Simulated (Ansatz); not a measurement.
**Run report: AlPH$_{5}$Cl, nudged elastic band (part 2 of 2)**

Continued. System: AlPH$_{5}$Cl. Method: RKS PBE0-D4/def2-SVP (Ansatz 0.2.0). The run did not end well. It belongs to a series of runs on one base structure; here: band between the two ends.

Geometry of the input (Å):
```
Al 0.0301  -0.0165  0.2180
Cl -0.0911  0.8423  2.1560
H  1.4631  -0.0983  -0.4437
H  -1.3349  -0.2533  -0.5429
P  0.2050  -3.1501  1.0619
H  -0.6690  -2.7763  -0.0049
H  1.3798  -2.6611  0.4151
H  -0.0138  -1.9477  1.8125
```

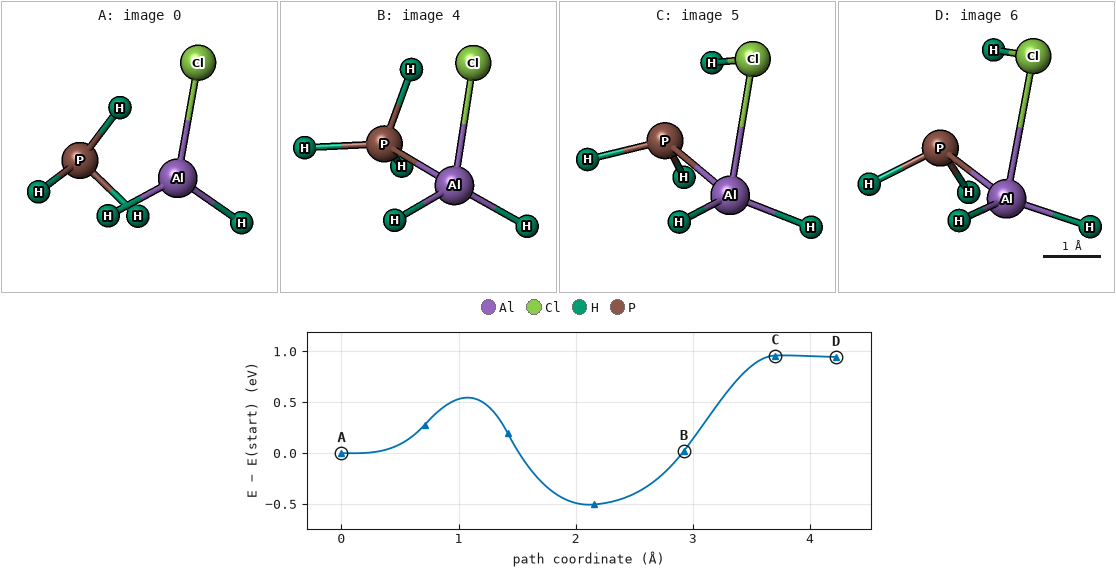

**Figure 1.** Images of the last band (counted from 0; ball-and-stick, seen at a tilt) above the energy along the path; the line is a cubic interpolation that uses the forces. The highest image is number 5, 0.960 eV above the start and 0.015 eV above the end (the climbing image); the end lies 0.945 eV above the start. A further maximum stands at image 1, 0.281 eV from the start. The path is 4.22 Å long. The band had not converged after 60 iterations.

```
Unfinished report: {"positions_ang":[[0.07998712306251432,-0.31994401602541367,-0.08916851805241621],[-0.08503356375843309,0.15920105447103242,2.3507021370450345],[1.4651028760550338,0.3162456562502695,-0.5245301139565913],[-1.3418250750020746,0.09644761102209501,-0.654310572549173],[0.17780812716522076,-2.5364378609798126,0.7981464829248973],[-0.7033501079179008,-3.404049165078676,0.10393347574186067],[1.4278666808249596,-3.1107372035050496,0.45500213102105597],[-0.051555070429321025,-1.2617260661544432,2.2321259678253313]],"unchecked":["starts","cluster_reference","orbital_swaps","neighbouring_geometries","increment"],"mean_field":{"relativity":"none","state":{"energy":{"ev":-28469.999333541946,"hartree":-1046.2531778490159},"converged":true,"gradient_ev":0.00004414386625842521,"stability":{"kind":"minimum","curvature_ev":31.848189267601963},"curvature_floor_ev":0.00030000000000000003,"spin_squared":2.842170943040401e-14},"others":[],"fillings":{"estimated":0,"unestimated":0,"tried":0,"untried":0,"excluded_magnetic_sites":0},"n_dropped_functions":0,"n_trapped_functions":0,"passes":{"evaluations":2,"products":16},"factors":{"origin":"Cholesky decomposition","count":798,"bound_ev":0.001295174898500734},"gradient_stop_ev":0.00009,"reference_kind":"stationary","functional":{"name":"PBE0","citations":["Adamo & Barone, J. Chem. Phys. 110, 6158 (1999) doi:10.1063/1.478522","Perdew, Burke & Ernzerhof, Phys. Rev. Lett. 77, 3865 (1996) doi:10.1103/PhysRevLett.77.3865"],"text":"name \"PBE0\"\ncite \"Adamo & Barone, J. Chem. Phys. 110, 6158 (1999) doi:10.1063/1.478522\"\ncite \"Perdew, Burke & Ernzerhof, Phys. Rev. Lett. 77, 3865 (1996) doi:10.1103/PhysRevLett.77.3865\"\nparent pbe\nparameter a = 0.25\nparameter kappa = 0.804\nparameter beta = 0.06672455060314922\nexchange = (1 - a)*pbe_x(kappa = kappa, mu = beta*pi^2/3) + a*exact_x\ncorrelation = pbe_c(beta = beta)\n","parameters":{"a":{"value":0.25,"default":0.25},"beta":{"value":0.06672455060314922,"default":0.06672455060314922},"kappa":{"value":0.804,"default":0.804}},"final_grid":{"core_spheres":13.0,"valence_spheres":11.0,"degree":36.0},"final_grid_parameter_source":"default","radial_points_factor":1.0,"radial_grid_error_ev":3.235511906987185e-7,"grid_sensitivity":"normal","grid_sensitivity_ratio":0.001870803151768979},"unsmoothed_excess_ev":-0.000027314266106204715,"symmetry":{"irreps":["A"],"axes":[[0.9999980347136423,-0.0010931342867621435,-0.0016539728789259852],[0.0010938360092291061,0.9999993121190318,0.00042341970728236177],[0.0016535088865897985,-0.00042522805023464505,0.9999985425436717]],"occupied":[{"A":25},{"A":25}]},"held":{"pivots":796,"left_out":0,"joined":2},"density_repulsion":{"missed_ev":0.000014203198252566073,"excess_ev":0.0,"most_excess_ev":0.000135,"are_drawn_again":false,"n_first_factors":798,"energy_change_ev":0.0,"n_dropped_ends":0}},"factors":{"origin":"Cholesky decomposition","count":798,"bound_ev":0.001295174898500734},"n_frozen":0,"n_occupied":[25,25],"n_virtual":[54,54],"reference":{"ev":-28469.999333541946,"hartree":-1046.2531778490159},"dispersion":{"energy":{"ev":-0.1550343511418663,"hartree":-0.00569740731840607},"switches_in_reach":[]},"total":{"ev":-28470.154367893087,"hartree":-1046.2588752563342},"forces_ev_per_angstrom":[[-0.001277754893249829,0.01212871851833201,0.0008208198298531011],[-0.007781761997668194,-0.013409762212255141,-0.0033743397908016816],[0.000826482078420288,0.014001505639604032,0.005665042298379363],[0.0004404365466116776,0.005275160489812133,-0.007444213160276015],[0.005091640107563915,0.010651658050130148,0.0017048155871965882],[-0.009969700247771881,0.0008572496241933719,0.028631355158445403],[0.0015049426418733578,-0.01124248981551447,0.006483177578362533],[0.01116571576072963,-0.018262040298894156,-0.032486657495496236]],"charge_distribution":{"dipole_moment_e_ang":[0.02910158328758611,-0.3088968018315411,0.03631483224728716],"mulliken_charges_e":[0.49634618425424293,-0.18869588407276083,-0.15369401534443639,-0.15276495589284722,-0.3213204128606968,0.05244598756710839,0.051852375704969034,0.21583072064448983],"lowdin_charges_e":[-0.0008850573695191599,0.17368860533870745,-0.12427770557537787,-0.12442278646583205,0.11769777197661213,-0.01964020370832742,-0.01868147431495215,-0.0034791498812345445]},"n_threads":1,"memory_gib":1.7045454550534487,"seconds":{"hamiltonian":2.109122585,"orbitals":0.0,"second_order":0.0,"solver_start":0.0,"cycles":0.0,"cycle":0.0,"perturbative":0.0,"full_ci_increment":0.0,"forces":0.0}}
this run last wrote the band of iteration 60 to [file]
Error: NEB band did not converge after 60 iterations: max|band force component| = 1.44e-1 eV/Å (threshold 5.0e-2); raise `neb.max_iterations` in a new run, which can start from the last band evaluated (`neb.initial_path`, with `crystal.atoms` and `neb.final_atoms` set to its first and last images), add images, or start from endpoints closer to local minima. Where this run's directory can be resumed (`checkpoint.write`), a resume goes on for up to `neb.max_iterations` more; to start a new run from the last band, take its images' positions from the `neb_iteration` event of iteration 60 (`data.images[].positions_ang`), in the event stream of the run that computed that iteration (not this run's, if it was resumed behind it). With `checkpoint.write`, `steps/00-neb/state/checkpoint.json` in the run directory holds the last saved band, under `neb.evaluated.images[].positions_ang` (a band under a hybrid functional on support functions is neither saved nor resumed: `neb.initial_path` says where its path is): check the last entry of `neb.iterations` there, which is earlier than 60 if that iteration was not saved or its write failed. If the band's step has no `state` directory and holds `state.next`, a write was cut short, and the file is under `state.next` instead (behind a loss of power it can be under `state.prev`)
this run wrote the band of iteration 60 to [file] as well, whether or not its events were kept: a new run's `neb.initial_path` can list its `images[].positions_ang`
a run's events are kept only if it was started with --events-out <file>, and are in that file
```

### The last band as extended XYZ (Å, eV, eV/Å)
```
8
Properties=species:S:1:pos:R:3:forces:R:3 image=0 energy=-28471.11428
Al    0.0301   -0.0165    0.2180    0.0009   0.0039  -0.0090
Cl   -0.0911    0.8423    2.1560    0.0005  -0.0036  -0.0045
H     1.4631   -0.0983   -0.4437   -0.0013   0.0042   0.0060
H    -1.3349   -0.2533   -0.5429   -0.0014   0.0026   0.0028
P     0.2050   -3.1501    1.0619    0.0012   0.0022  -0.0071
H    -0.6690   -2.7763   -0.0049   -0.0017  -0.0028   0.0039
H     1.3798   -2.6611    0.4151    0.0006  -0.0056   0.0037
H    -0.0138   -1.9477    1.8125    0.0012  -0.0008   0.0042
8
Properties=species:S:1:pos:R:3:forces:R:3 image=1 energy=-28470.83306
Al    0.0725   -0.0067    0.1530   -0.0176   0.1261   0.0514
Cl    0.1439    0.6348    2.1899   -0.0035   0.0920  -0.0359
H     1.4228    0.1187   -0.6691   -0.0231  -0.1359   0.0514
H    -1.3658   -0.1192   -0.5020    0.0332  -0.0744   0.0287
P     0.1598   -3.0197    1.0846   -0.0404  -1.3499   0.6897
H    -0.6234   -3.0731   -0.0966    0.1667   0.5665  -0.0840
H     1.4728   -2.6793    0.6701   -0.2368   0.4948  -0.2359
H    -0.3136   -1.9167    1.8420    0.1215   0.2808  -0.4653
8
Properties=species:S:1:pos:R:3:forces:R:3 image=2 energy=-28470.91463
Al    0.0770   -0.0513    0.1288    0.0273  -0.1804  -0.0681
Cl    0.1436    0.6447    2.1778    0.0104   0.0083  -0.0182
H     1.4245    0.1368   -0.6889    0.0033   0.1027  -0.0667
H    -1.3748   -0.0909   -0.5189   -0.0388   0.1308  -0.0513
P     0.1751   -2.5025    0.8016    0.0555   2.1593  -1.2280
H    -0.6697   -3.2533   -0.0130   -0.0678  -0.6929   0.2954
H     1.5176   -2.8658    0.7578    0.1181  -0.7135   0.4201
H    -0.3243   -2.0787    2.0267   -0.1081  -0.8143   0.7169
8
Properties=species:S:1:pos:R:3:forces:R:3 image=3 energy=-28471.61828
Al    0.0455    0.1084    0.0313   -0.0006   0.0019   0.0399
Cl    0.0655    0.6597    2.1139    0.0105   0.1045  -0.0186
H     1.4268    0.2975   -0.7305   -0.0090  -0.0458  -0.0126
H    -1.3622    0.1752   -0.7039    0.0080  -0.0325   0.0214
P     0.1611   -2.3679    0.7490    0.0117  -0.0954   0.0463
H    -0.6202   -3.4613    0.2958   -0.0656   0.0438  -0.0997
H     1.4048   -3.0444    0.7908    0.0949   0.0623  -0.0240
H    -0.1523   -2.4282    2.1254   -0.0497  -0.0388   0.0473
8
Properties=species:S:1:pos:R:3:forces:R:3 image=4 energy=-28471.09342
Al    0.0559   -0.0657    0.0269   -0.0466   0.5481   0.2684
Cl   -0.0592    0.3629    2.2125    0.0182   0.4080  -0.2790
H     1.4675    0.3044   -0.5893    0.0168  -0.0009  -0.0883
H    -1.3502    0.0824   -0.6909   -0.0021  -0.0142  -0.0811
P     0.1909   -2.4022    0.7190    0.0298   0.2856  -0.1782
H    -0.7259   -3.4028    0.3066   -0.0581   0.0268   0.4066
H     1.4184   -3.1017    0.6346   -0.0260   0.0010   0.3275
H    -0.0283   -1.8384    2.0524    0.0681  -1.2544  -0.3759
8
Properties=species:S:1:pos:R:3:forces:R:3 image=5 energy=-28470.15434
Al    0.0800   -0.3199   -0.0892   -0.0013   0.0121   0.0008
Cl   -0.0850    0.1592    2.3507   -0.0078  -0.0134  -0.0034
H     1.4651    0.3162   -0.5245    0.0008   0.0140   0.0057
H    -1.3418    0.0964   -0.6543    0.0004   0.0053  -0.0074
P     0.1778   -2.5364    0.7981    0.0051   0.0107   0.0017
H    -0.7034   -3.4040    0.1039   -0.0100   0.0009   0.0286
H     1.4279   -3.1107    0.4550    0.0015  -0.0112   0.0065
H    -0.0516   -1.2617    2.2321    0.0112  -0.0183  -0.0325
8
Properties=species:S:1:pos:R:3:forces:R:3 image=6 energy=-28470.16899
Al    0.1040   -0.4520   -0.1174   -0.0008  -0.0038   0.0073
Cl   -0.1552    0.2563    2.4050   -0.0011  -0.0012  -0.0031
H     1.4743    0.2758   -0.4553   -0.0008   0.0000  -0.0001
H    -1.3047    0.0292   -0.6704    0.0018  -0.0006  -0.0027
P     0.2171   -2.6368    0.7993    0.0014   0.0035   0.0027
H    -0.7065   -3.3425   -0.0206   -0.0019  -0.0006  -0.0030
H     1.4108   -3.1337    0.2061    0.0010  -0.0018  -0.0057
H    -0.0709   -1.0575    2.5251    0.0004   0.0045   0.0046
```

### Outcome

| quantity | value |
| --- | --- |
| outcome | not converged |
| barrier, forward (band not converged) | 0.960 eV |
| barrier, backward | 0.015 eV |
| wall time | 11 min |
| peak memory | 0.15 GiB |

### Diagnosis

The run did not converge: “NEB band did not converge after 60 iterations: max|band force component| = 1.44e-1 eV/Å (threshold 5.0e-2); raise `neb.max_iterations` in a new run, which can start from the last band evaluated (`neb.initial_path`, with `crystal.atoms` and `neb.final_atoms` set to its first and last images), add images, or start from endpoints closer to local minima …” Its last values are not results.
